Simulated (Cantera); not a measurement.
Feed: 1 mol SiCl4, 10 mol H2, at 11.0 mbar.

Equilibrium computed with Cantera from the NASA thermochemical tables; the gas is ideal and each condensed phase is pure. Candidate condensed phases: Si; 19 gas species. The tables' values for SiCl3, SiCl are old estimates; treat these amounts as uncertain. Gases not in the tables: Si2H6 and higher silanes. The numbers say what is thermodynamically allowed, not how fast it happens.

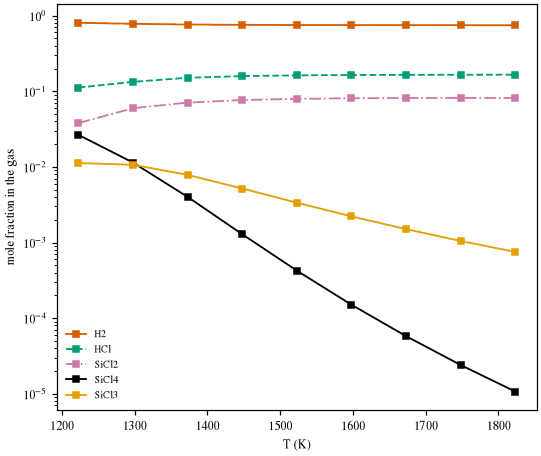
Equilibrium gas composition (values under 1e-9 drawn at 1e-9)

At 1223 K the condensed part is Si(s). From 1298 K to 1823 K nothing is condensed. The main Si-bearing gas is SiCl2 throughout.
